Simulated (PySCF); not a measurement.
CH10P2Si3

```xyz
16

Si    2.6746    0.2171    0.7567
C     0.9165    0.5446    0.1230
Si   -0.3184   -0.7956   -0.0819
P    -1.5660   -0.9514    1.9486
Si   -2.9091    0.5962    1.0467
P    -2.1021    0.3274   -1.0594
H     3.1312   -1.0836    0.1733
H     2.4879   -0.0123    2.1603
H     3.4640    1.3693    0.4571
H     0.4857    1.2394    0.8245
H     1.0144    1.1672   -0.8180
H     0.0618   -2.0906   -0.5504
H    -2.4009   -1.9682    1.4215
H    -4.3660    0.2974    1.0833
H    -2.2895    1.8261    1.4388
H    -2.8472   -0.8336   -1.2664
```

Geometry: GFN2-xTB, MD frame at 250 fs, 300 K.

The calculation used PBE0/pcSseg-1, SCF density, gas phase, non-relativistic in PySCF 2.14.0.

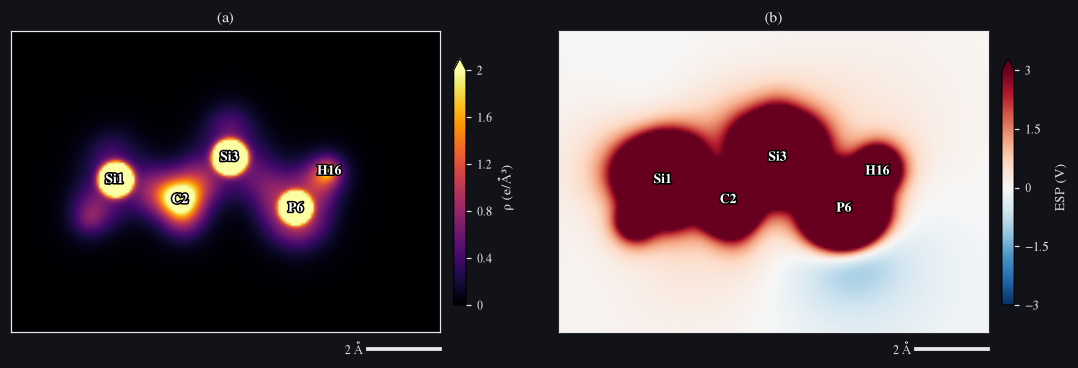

Figure 1. (a) electron density; (b) electrostatic potential on the plane of atoms C2, Si3 and P6.

**Interpret the plot.**

Atoms in the plane: Si, C, P and H.
C–Si (1.83 Å): ρ at the midpoint is about 0.98 e/Å³.
C–Si (1.90 Å): the density is about 0.89 e/Å³ at the midpoint.
Si–P (2.32 Å): ρ is about 0.66 e/Å³ halfway, with its minimum of 0.59 e/Å³ about 0.8 Å from Si.
P–H (1.39 Å): ρ is about 1.1 e/Å³ halfway.
Outside the dense part of the molecule the potential is most negative (−1.0 V) near P6.

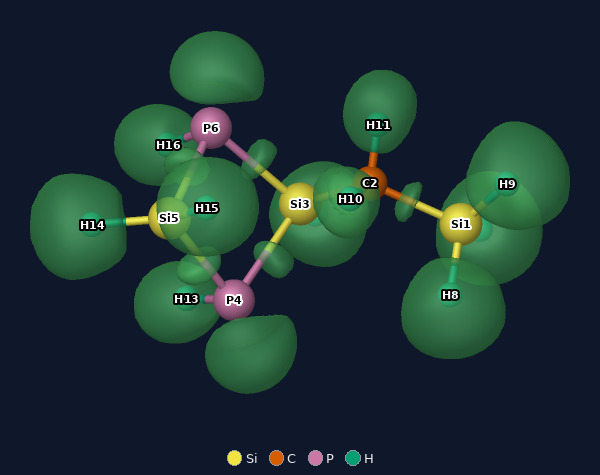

Figure 2. Isosurface of the ELF at 0.9 (green), seen from one side. Only the valence region is drawn (cores and ρ < 0.01 e/Å³ removed).

**Describe the localisation domains.**

The ELF exceeds this value in two regions between bonded C–Si atoms (shared pairs), four regions between bonded P–Si atoms (shared pairs), ten regions around hydrogen nuclei and two lobes on P, pointing away from the bonds (lone pairs). Profiles from the grid: C–Si (1.83 Å): the ELF peaks at about 0.95 between the atoms, as expected for a shared electron pair. Si–P (2.24 Å): the ELF peaks at about 0.95 between the atoms: a covalent bond.

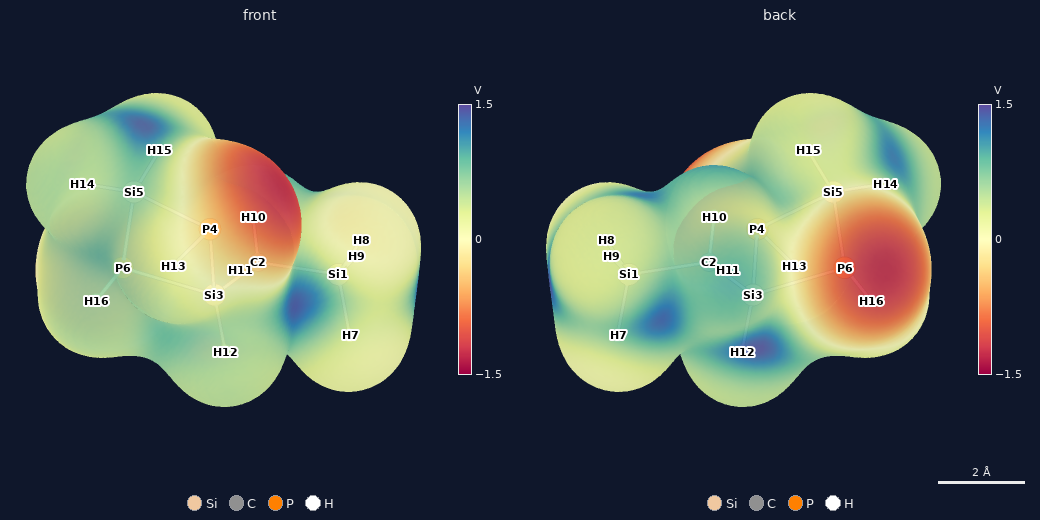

Figure 3. The electrostatic potential painted on the density surface at 0.002 e/bohr³, seen from the front and from behind; red is negative and blue positive.

**Which sites attract a positive test charge, and which a negative one?**

A positive charge is drawn to the negative regions and a negative charge to the positive ones. The most negative region (about −1.3 V, or −30 kcal/mol for a unit charge) lies over P4 and P6, the most positive (about +1.4 V, or +32 kcal/mol for a unit charge) over Si1, Si3 and Si5.

**What dipole moment does the calculation give?**

Its dipole moment is 0.63 D.
